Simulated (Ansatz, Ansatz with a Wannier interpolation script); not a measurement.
**G0W0 band structure of RbCaH3 (Pm-3m)**

Aim: the G0W0 bands of RbCaH3 (Pm-3m) along the symmetry lines, with the gap off the mesh.

Program: Ansatz 0.2.0. Level of theory: LDA, Wannier functions and G0W0, plane waves, PAW. Results are calculated unless marked as measured.

## (1) Set-up

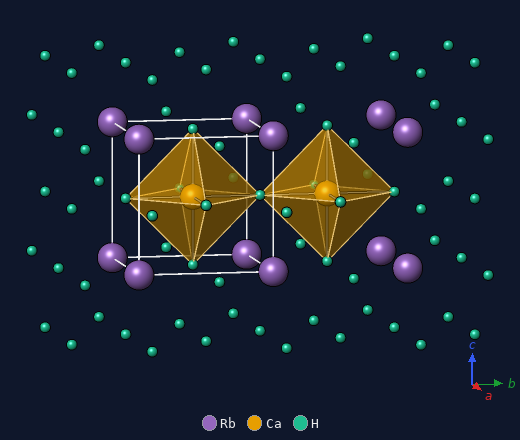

The cell as given, slightly off an axis (rubidium purple, calcium orange, hydrogen teal). 1×2×1 cells are drawn. Some periodic images of atoms are drawn too.

As a file:

```cif
data_structure
_symmetry_space_group_name_H-M 'P 1'
_symmetry_Int_Tables_number 1
_cell_length_a 4.5470
_cell_length_b 4.5470
_cell_length_c 4.5470
_cell_angle_alpha 90.000
_cell_angle_beta 90.000
_cell_angle_gamma 90.000
_cell_volume 94.01
loop_
_atom_site_label
_atom_site_type_symbol
_atom_site_fract_x
_atom_site_fract_y
_atom_site_fract_z
_atom_site_occupancy
Rb1 Rb 0.00000 0.00000 0.00000 1
Ca2 Ca 0.50000 0.50000 0.50000 1
H3 H 0.00000 0.50000 0.50000 1
H4 H 0.50000 0.00000 0.50000 1
H5 H 0.50000 0.50000 0.00000 1
```

The cell and positions come from the Crystallography Open Database and are kept as given unless a step says otherwise. The default PAW set here is soft_2. Its files were made with PBE.

## (2) LDA bands

Levels along a band path, at the cheap level, show where the edges lie and whether the meshes to come will hold them.

This step: DFT, LDA, plane waves, PAW.

Contents of input.yaml:

```yaml
crystal:
  lattice:
    - [4.547, 0.0, 0.0]
    - [0.0, 4.547, 0.0]
    - [0.0, 0.0, 4.547]
  atoms:
    - { symbol: Rb, position: [0.0, 0.0, 0.0] }
    - { symbol: Ca, position: [0.5, 0.5, 0.5] }
    - { symbol: H, position: [0.0, 0.5, 0.5] }
    - { symbol: H, position: [0.5, 0.0, 0.5] }
    - { symbol: H, position: [0.5, 0.5, 0.0] }
kpoints:
  mp_grid: { grid: [4, 4, 4] }
  band_path:
    path:
      - [[0.0, 0.0, 0.0], [0.0, 0.5, 0.0], [0.5, 0.5, 0.0], [0.0, 0.0, 0.0], [0.5, 0.5, 0.5], [0.0, 0.5, 0.0]]
      - [[0.5, 0.5, 0.5], [0.5, 0.5, 0.0]]
    npoints: 10
hamiltonian:
  xc: lda
scf:
  occupations: { method: fermi_dirac, width: 0.02 }
  n_extra_bands: 50
output:
  eigenvalues: true
  fatbands: true
  write_density: true
  write_potential: true
  elf: true
  volumetric_format: npy
```

Run with:

```bash
$ ansatz run input.yaml --threads 4 --pin off --max-ram 18432MiB --backend cpu --events-out ev --progress --plain --runs-dir out
```

Numbers of over 12 decimals in the logs are rounded to 6 here.

Output:

```text
scf.n_extra_bands = 50 over 11 filled bands (N_el = 22.0): the run solves 61 bands
Engine: ansatz 0.2.0, aarch64-unknown-linux-gnu
Pseudopotentials: kind: paw
Pseudopotential: Rb, paw, valence charge 9, recommended cutoff 420 eV (normal), Rb.paw.azcp
Pseudopotential: Ca, paw, valence charge 10, recommended cutoff 420 eV (normal), Ca.paw.azcp
Pseudopotential: H, paw, valence charge 1, recommended cutoff 420 eV (normal), H.paw.azcp
Functional definition: SPW92
  exchange = slater_x
  correlation = pw_c
Crystal: 5 atoms, lattice volume = 94.010 Å³
Basis set: ecut = 420 eV, 1839 PW (Γ)
Bands: 61, of which v1, the nominal top of the filled ones, is band 11 counted from 1 (10 counted from 0)
Symmetry: 48 space group operations
Space group: Pm-3m (ITA 221), of the structure as read, at distance tolerance 4.5e-5 Å
k-points: 10 of 64
Non-local potential: Rb, projectors of the file, l = 0: 3, l = 1: 2, l = 2: 2
Non-local potential: Ca, projectors of the file, l = 0: 3, l = 1: 2, l = 2: 2
Non-local potential: H, projectors of the file, l = 0: 2, l = 1: 1
PAW form: soft (Blöchl's): semilocal exchange-correlation on the pseudo side does not see the compensation charge
PAW frozen core: Rb, regenerated for the run's functional, and the local potential with it (the file was generated under x = pbe(κ = 0.804, μ = 0.219515), c = pbe(β = 0.066725))
PAW frozen core: Ca, regenerated for the run's functional, and the local potential with it (the file was generated under x = pbe(κ = 0.804, μ = 0.219515), c = pbe(β = 0.066725))
PAW one-centre angular grid: Rb, 110 points (default); XC on 64 Gauss nodes
PAW one-centre angular grid: Ca, 110 points (default); XC on 64 Gauss nodes
PAW one-centre angular grid: H, 110 points (default); XC on 64 Gauss nodes
Initial density: superposition of atomic densities (neutral atoms: chi_scale 0, normalization atom), corrected by the library's trained network
Initial wavefunctions: pseudopotential atomic-orbital guess
Functional: x = slater, c = lda
SCF iter   1: F=—  HF=-4992.321578 eV  |F-HF|=—  |Δ(HF+E_count)|=         —  Δρ=1.08e-2  dr2=9.77e-2  ethr=1.77e-3  ⟨swp⟩=6.1  Hψ=3284  notcnv=0  defer=180
preconditioner: auto → Resta (q_TF=auto, 2.142 Å⁻¹)  ε∞=1.3  [insulator: Δε(μ)=2.760 eV  Ē_g=24.219 eV  σ=0.020 eV  W_gap=1.00  n_scr=18 (ndim 8)  ℏωp=13.3 eV  f_vac=0.000  D(μ)=0.00/eV (n_scr^D=0)  ε∞_Penn≈1.3]
SCF iter   2: F=—  HF=-4992.289911 eV  |F-HF|=—  |Δ(HF+E_count)|=   3.17e-2  Δρ=3.25e-3  dr2=8.20e-3  ethr=4.44e-4  ⟨swp⟩=1.2  Hψ=712  notcnv=0  defer=345
SCF iter   3: F=—  HF=-4992.287213 eV  |F-HF|=—  |Δ(HF+E_count)|=   2.70e-3  Δρ=4.90e-4  dr2=1.19e-4  ethr=3.73e-5  ⟨swp⟩=2.0  Hψ=274  notcnv=0  defer=427
SCF iter   4: F=—  HF=-4992.287204 eV  |F-HF|=—  |Δ(HF+E_count)|=   9.04e-6  Δρ=8.39e-5  dr2=2.69e-6  ethr=5.41e-7  ⟨swp⟩=2.0  Hψ=281  notcnv=0  defer=427
SCF iter   5: F=—  HF=-4992.287200 eV  |F-HF|=—  |Δ(HF+E_count)|=   4.42e-6  Δρ=8.27e-6  dr2=5.19e-8  ethr=1.22e-8  ⟨swp⟩=2.3  Hψ=233  notcnv=0  defer=427
SCF iter   6: F=-4992.287200 eV  HF=-4992.287200 eV  |F-HF|=8.20e-10  |Δ(HF+E_count)|=   4.07e-9  Δρ=2.18e-6  dr2=2.22e-9  ethr=2.36e-10  ⟨swp⟩=9.9  Hψ=4109  notcnv=0
SCF 1 converged in 6 iterations: F = -4992.287200 eV  dr2 = 2.22e-9
[...]
NSCF: frozen V_eff on 62 k-points
SCF converged after 6 iterations
Free energy (F): -4992.287200 eV
Harris-Foulkes:  -4992.287200 eV  (|F-HF|=8.20e-10)
Internal energy: -4992.287200 eV  (E = F + TS)
E sigma→0 (E₀):  -4992.287200 eV
Fermi energy:    3.290498 eV
--- Per-component energies (eV) ---
  E_band       = -263.941478
  E_kinetic    = 507.690907
  E_local      = -1423.445205  (includes V_loc(G=0)·N_el)
  E_nonlocal   = 247.906663
  E_hartree    = 425.432077
  E_xc         = -289.776018
  E_vxc        = -339.666380  (∫ρ·V_xc dr)
  E_paw        = -3340.979480  (= ΣΔE_a)
  E_vpaw       = -107.288051  (= ΣTr[D̂ρ^β])
  E_aug_tail   = -0.003221  (compensation charges beyond the density's cutoff)
  E_ewald      = -1119.667348
  E_core_change = 0.554425  (= ΣΔE_core)
  E_smearing   = -0.000000  (= −TS)
  E_closure    = -0.000000  (closes the sum)
  Σ components = -4992.287200   (vs F -4992.287200, Δ=0.00e0)
--- Band table (eV; the first three rows and the last of 10) ---
  k-point 0: bands = [... 7 lower, -7.4934, -0.9890, 1.4524, 1.4524, 7.7174, 7.7174, 7.7174, 9.0294, ... 46 higher]
  k-point 1: bands = [... 7 lower, -7.4871, -0.4996, 1.4548, 1.5698, 7.4469, 7.4469, 7.7243, 7.8558, ... 46 higher]
  k-point 2: bands = [... 7 lower, -7.4806, 0.3015, 1.0873, 1.6989, 7.2321, 7.2321, 7.5067, 7.8343, ... 46 higher]
  k-point 9: bands = [... 7 lower, -7.6195, 1.6198, 1.6198, 1.6198, 6.0406, 6.0406, 6.0406, 7.2908, ... 46 higher]
```

It took 4.1 s on 4 threads of Arm Neoverse V1, shared host; peak memory 0.45 GiB; 15 s of CPU time.

In the SCF lines HF is the Harris–Foulkes energy and dr2 the Hartree energy of the density residual, in eV; the loop may stop once dr2 is under the threshold and the program's other checks hold. Hψ counts applications of the Hamiltonian.

This step gave:

```
filled bands         : 11
gap                  : 2.933 eV
valence top at       : M
conduction bottom at : M
least direct gap     : 2.933 eV
```

The gap is direct, at (0.500, 0.500, 0.000).

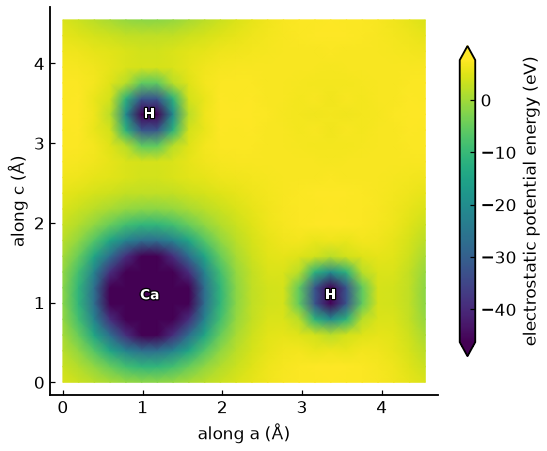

Electrostatic potential energy in the ac plane at fractional y = 0.500, with atoms of Ca and H within 0.2 Å of it. With pseudopotentials it is smooth inside the atoms' cores, unlike the true potential. The map starts off the cell's origin, so that atoms lie inside it.

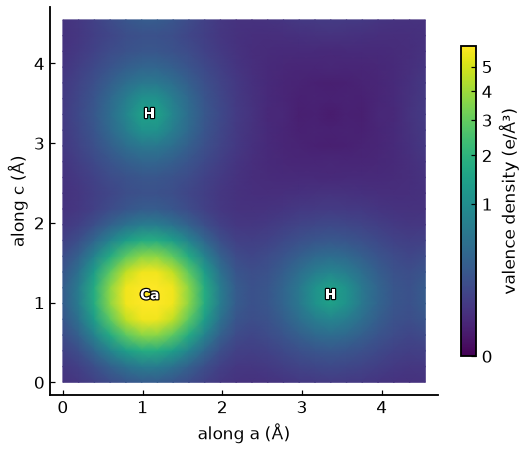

Valence density in the ac plane at fractional y = 0.500, with atoms of Ca and H within 0.2 Å of it. It is the smooth field of the valence electrons, not physical close to the nuclei. The map starts off the cell's origin, so that atoms lie inside it. The colour scale is stretched toward low values.

## (3) Wannier functions (Ca:4s H:1s Rb:5s) on 8×8×8

Localised functions give a small Hamiltonian that interpolates between mesh points at no cost.

This step: maximally localised Wannier functions, LDA, plane waves, PAW.

input.yaml, the sections that differ from step 2:

```yaml
kpoints:
  mp_grid: { grid: [4, 4, 4] }
scf:
  occupations: { method: fixed }
  n_extra_bands: 50
output:
  wannier:
    kmesh: [8, 8, 8]
    projections:
      - { species: Ca, l: s, shell: 4 }
      - { species: H, l: s, shell: 1 }
      - { species: Rb, l: s, shell: 5 }
    minimise: true
    write_hr: true
    seedname: w
    conv_tol: 1.0e-07
    max_iter: 4000
    disentanglement:
      window: [-1.14, 19.08]
      frozen_window: [-1.14, 5.95]
      conv_tol: 1.0e-08
# crystal, hamiltonian: as in step 2
```

Output:

```text
[...]
Crystal: 5 atoms, lattice volume = 94.010 Å³
Basis set: ecut = 420 eV, 1839 PW (Γ)
Bands: 61, of which v1, the nominal top of the filled ones, is band 11 counted from 1 (10 counted from 0)
Symmetry: 48 space group operations
[...]
k-points: 10 of 64
[...]
SCF iter   1: F=—  HF=-4992.321702 eV  |F-HF|=—  |Δ(HF+E_count)|=         —  Δρ=1.08e-2  dr2=9.79e-2  ethr=1.77e-3  ⟨swp⟩=4.8  Hψ=2257  notcnv=0  defer=458
[...]
SCF iter   6: F=-4992.287200 eV  HF=-4992.287200 eV  |F-HF|=7.81e-10  |Δ(HF+E_count)|=   1.97e-9  Δρ=1.81e-6  dr2=1.80e-9  ethr=1.40e-10  ⟨swp⟩=11.5  Hψ=5062  notcnv=0
SCF 1 converged in 6 iterations: F = -4992.287200 eV  dr2 = 1.80e-9
[...]
NSCF: frozen V_eff on 38 k-points
the Wannier pass solved 38 of the 512 points of its mesh, and has the states at the others by symmetry: states obtained by the crystal's operations at points that were solved too leave a residual of 4.33e-13 eV (read by the count's bands and the next), within 5.56e-6 eV
SCF converged after 6 iterations
Free energy (F): -4992.287200 eV
[...]
Internal energy: -4992.287200 eV  (E = F + TS)
E sigma→0 (E₀):  -4992.287200 eV
Fermi energy:    1.816937 eV
[...]
--- Band table (eV; the first three rows and the last of 10) ---
  k-point 0: bands = [... 7 lower, -7.4934, -0.9890, 1.4524, 1.4524, 7.7174, 7.7174, 7.7174, 9.0294, ... 46 higher]
  k-point 1: bands = [... 7 lower, -7.4870, -0.4996, 1.4548, 1.5697, 7.4469, 7.4469, 7.7243, 7.8558, ... 46 higher]
  k-point 2: bands = [... 7 lower, -7.4806, 0.3015, 1.0873, 1.6989, 7.2321, 7.2321, 7.5067, 7.8343, ... 46 higher]
  k-point 9: bands = [... 7 lower, -7.6195, 1.6197, 1.6197, 1.6197, 6.0406, 6.0406, 6.0406, 7.2907, ... 46 higher]
Wannier search: line search 1 of at most 4000: gauge-dependent spread (as the search counts it) 18.2844254 Å², largest recent change 1.6e1 Å² and fall left 8.7e-1 Å² against conv_tol 1.0e-7 Å², 0 stops escaped
```

It took 15 s on 4 threads; peak memory 1.2 GiB; 55 s of CPU time.

Numbers from this step:

| Property | Result |
| --- | --- |
| gauge-invariant spread | 18.32 Å² |
| diagonal spread | 0.8399 Å² |
| off-diagonal spread | 0.5325 Å² |
| total spread | 19.70 Å² |
| least projectability | 9.27e-7 |
| localisation steps | 23 |
| disentanglement steps | 257 |
| r.m.s. interpolation error | 0.004233 eV |
| r.m.s. error near the gap | 0.004394 eV |

Near the gap the model misses directly solved bands by 4.4 meV r.m.s. and by 29 meV at most in the window tested. This tests the starting bands, not the corrections carried with them.

Wannier functions, by row:

```csv
function,x (Å),y (Å),z (Å),spread (Å²),nearest atom,distance (Å)
1,2.292,6.802,2.273,2.484,Ca2,0.026
2,-0.001,2.282,2.274,1.882,H3,0.009
3,2.265,0.001,2.274,1.882,H4,0.009
4,2.265,2.282,0,2.014,H5,0.012
5,-0.292,0.292,0,11.43,Rb1,0.413
```

Frozen up to 4.13 eV; above it the model need not follow the bands. The electronic bands at the labelled points (eV, zero at the valence-band top):

```csv
point,band 9,band 10,band 11,band 12,band 13
Γ,-2.81,-0.36,-0.36,6.34,8.66
X,-1.52,-0.73,-0.12,5.83,6.49
M,-1.16,0.00,0.00,2.93,9.18
Γ,-2.81,-0.36,-0.36,6.34,8.66
R,-0.20,-0.20,-0.20,4.27,4.29
X,-1.52,-0.73,-0.12,5.83,6.49
jump to R,-0.20,-0.20,-0.20,4.27,4.29
M,-1.16,0.00,0.00,2.93,9.18
```

The same for Kohn-Sham, solved directly:

```csv
point,band 9,band 10,band 11,band 12,band 13
Γ,-2.81,-0.36,-0.36,5.90,5.90
X,-1.52,-0.73,-0.12,5.42,5.42
M,-1.16,0.00,0.00,2.93,4.83
Γ,-2.81,-0.36,-0.36,5.90,5.90
R,-0.20,-0.20,-0.20,4.22,4.22
X,-1.52,-0.73,-0.12,5.42,5.42
R,-0.20,-0.20,-0.20,4.22,4.22
M,-1.16,0.00,0.00,2.93,4.83
```

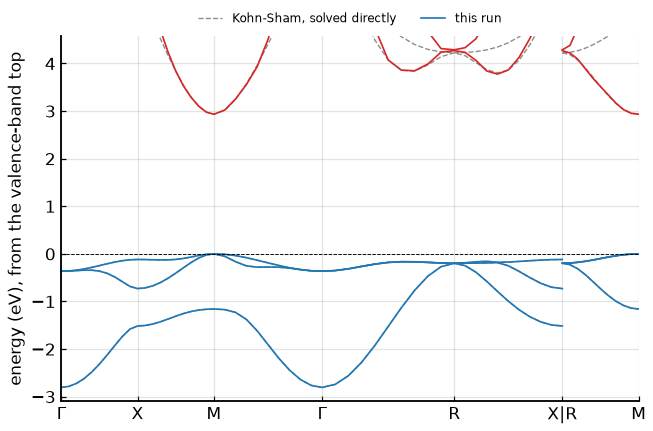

Electronic bands along the path; lines of filled and empty bands in two colours; dashed: Kohn-Sham, solved directly.

## (4) G0W0 at every point of the mesh: 4×4×4 mesh, 353 empty bands, screening to 140 eV

G0W0 replaces the xc potential by the self-energy, built once from these orbitals. Only a window of levels is corrected, while the sums run over the empty bands that the input names.

This step: G0W0 on LDA, plane waves, PAW.

input.yaml, the sections that differ from step 3:

```yaml
scf:
  occupations: { method: fixed }
gw:
  n_empty_bands: 353
  ecut_chi: 140.0
  qp_bands: [v3, c1]
  screening: { model: contour_deformation }
# crystal, kpoints, hamiltonian: as in step 3
# output: removed
```

Output:

```text
[...]
Crystal: 5 atoms, lattice volume = 94.010 Å³
Basis set: ecut = 420 eV, 1839 PW (Γ)
Bands: 16, of which v1, the nominal top of the filled ones, is band 11 counted from 1 (10 counted from 0)
Symmetry: 48 space group operations
[...]
k-points: 10 of 64
[...]
SCF iter   1: F=—  HF=-4992.321598 eV  |F-HF|=—  |Δ(HF+E_count)|=         —  Δρ=1.07e-2  dr2=9.67e-2  ethr=1.77e-3  ⟨swp⟩=4.8  Hψ=767  notcnv=0  defer=18
[...]
SCF iter   6: F=-4992.287200 eV  HF=-4992.287200 eV  |F-HF|=5.62e-9  |Δ(HF+E_count)|=   6.52e-8  Δρ=3.75e-6  dr2=9.82e-9  ethr=4.11e-10  ⟨swp⟩=7.6  Hψ=964  notcnv=0
SCF 1 converged in 6 iterations: F = -4992.287200 eV  dr2 = 9.82e-9
[...]
G₀W₀ screening: q 1/10
[... further progress lines ...]
SCF converged after 6 iterations
Free energy (F): -4992.287200 eV
[...]
Internal energy: -4992.287200 eV  (E = F + TS)
E sigma→0 (E₀):  -4992.287200 eV
Fermi energy:    1.816957 eV
[...]
--- Band table (eV; the first three rows and the last of 10) ---
  k-point 0: bands = [... 7 lower, -7.4934, -0.9890, 1.4524, 1.4524, 7.7174, 7.7174, 7.7174, 9.0294, ... 1 higher]
  k-point 1: bands = [... 7 lower, -7.4870, -0.4996, 1.4548, 1.5698, 7.4469, 7.4469, 7.7243, 7.8558, ... 1 higher]
  k-point 2: bands = [... 7 lower, -7.4806, 0.3015, 1.0873, 1.6989, 7.2321, 7.2321, 7.5067, 7.8343, ... 1 higher]
  k-point 9: bands = [... 7 lower, -7.6195, 1.6198, 1.6198, 1.6198, 6.0407, 6.0407, 6.0407, 7.2908, ... 1 higher]
--- G₀W₀: contour deformation, 6 samples at zero and on the imaginary axis and 2 off it, 64 q-points, 353 empty bands' worth ---
  eigenvalues of the whole cell's RPA ε∞ on this k-mesh (on a slab, of 1 + 4πα/V) = 3.1256, 3.1256, 3.1256; static W/v taken at q = 0 is 0.319937
  bands read: the sum over 364 bands ends inside a degenerate multiplet in 3 slots, whose members it reads at an even weight; the widest, k=0: bands 363 to 365 (counted from 1) at 2/3 each
  `?` marks the rows in doubt; gw_qp.tsv's column doubts and the gw_qp event give each row's grounds
    ik  band        ε_KS         Σx   Σc(E_QP)       V_xc       Z   E_QP_lin       E_QP  E_QP is
     0     9     -0.9890   -14.1397     3.2958    -9.5815  0.6749    -2.3622    -2.2515  root ?
     0    10      1.4524   -14.1667     2.1033   -10.7407  0.7458     0.0848     0.1298  root
     0    11      1.4524   -14.1667     2.1033   -10.7407  0.7458     0.0848     0.1298  root
     0    12      7.7174    -6.5458    -5.5856   -14.1013  0.7532     9.8187     9.6874  root ?
     1     9     -0.4996   -14.3233     3.0031    -9.9722  0.7038    -1.9392    -1.8476  root
     1    10      1.4548   -14.2392     2.1308   -10.7369  0.7487     0.0351     0.0832  root
     1    11      1.5698   -14.2728     2.0681   -10.8810  0.7469     0.2027     0.2461  root
     1    12      7.4469    -6.2969    -5.3773   -13.5573  0.7584     9.4449     9.3301  root ?
     2     9      0.3015   -14.9187     2.7004   -10.8054  0.7273    -1.1947    -1.1113  root
     2    10      1.0873   -13.6856     2.1836   -10.1025  0.7501    -0.3660    -0.3121  root
     2    11      1.6989   -14.4217     2.0400   -11.0545  0.7477     0.3294     0.3717  root
     2    12      7.2321    -6.1722    -5.2524   -13.2541  0.7615     9.1685     9.0617  root ?
     3     9     -0.0881   -14.3834     2.7989   -10.2045  0.7189    -1.5546    -1.4681  root
     3    10      1.5400   -14.1947     2.0832   -10.7614  0.7483     0.1444     0.1899  root
     3    11      1.6280   -14.4263     2.1039   -10.9238  0.7513     0.1818     0.2293  root
     3    12      6.2196    -5.0304    -4.1742   -10.5050  0.7918     7.5563     7.5200  root
     4     9      0.5078   -14.5746     2.5700   -10.5954  0.7318    -0.9743    -0.9014  root
     4    10      1.4115   -14.0123     2.1081   -10.4817  0.7543    -0.0622    -0.0110  root
[...]
8    12      5.3310    -4.7822    -3.9338    -9.9554  0.8019     6.5986     6.5704  root
     9     9      1.6198   -14.1703     2.1700   -10.5170  0.7531     0.0818     0.1364  root
     9    10      1.6198   -14.1703     2.1700   -10.5170  0.7531     0.0818     0.1364  root
     9    11      1.6198   -14.1703     2.1700   -10.5170  0.7531     0.0818     0.1364  root
     9    12      6.0407    -5.5032    -4.3005   -11.2278  0.7884     7.5097     7.4648  root
```

Wall time 62 s (4 threads); peak memory 1.1 GiB; 3.9 min of CPU time.

Numbers from this step:

* bands summed: 364
* RPA ε∞ on this mesh (eigenvalues): 3.126, 3.126, 3.126
* plane waves in the screening matrix: 365
* q-points in the mesh: 64
* G0W0 gap on the mesh: 5.511 eV
* k of the valence top: 0, 0, -0.5
* k of the conduction bottom: 0, -0.5, -0.5
* starting gap on the mesh: 2.933 eV
* Z at the valence top: 0.7477
* Z at the conduction bottom: 0.8099
* least direct G0W0 gap on the computed points: 5.558 eV

The gap on the mesh goes from 2.93 eV to 5.51 eV, a correction of +2.58 eV, though a band edge has moved to another state.

(Part 1 of 2 ends here.)

[Paths, hosts, dates, memory and timing lines, banners, echoed tables and standing remarks are left out of the program output.]

[Logs are printed without paths, hosts, clocks, repeated set-up lines and the standing remarks that a program may print on its own settings, such as how far it seeks lower states.]

[Runs of the session that timed out or met a known fault of the program may be left out.]

[Hosts, paths, dates, database ids (printed as entryN), source tags and the programs' standing remarks are cut or masked in the printed files.]
